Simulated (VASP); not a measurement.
Band structure of GaSe (space group R3m). Level of theory: PBEsol GGA, VASP's PBE PAW potentials (set 64) (plane waves; VASP).

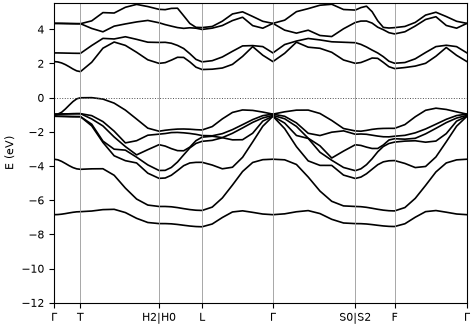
Figure. Bands along high-symmetry lines, zero at the valence-band maximum or, without a gap, the Fermi level

Q: Read the plot: is there a gap, and where are the band edges?

A: The gap is indirect, 1.52 eV, from the valence maximum at T-H2 at 0.14 to the conduction minimum at T.

The structure comes from a computed database's GaSe entry; how it stands against other phases isn't given here. The cell was not relaxed at this level.
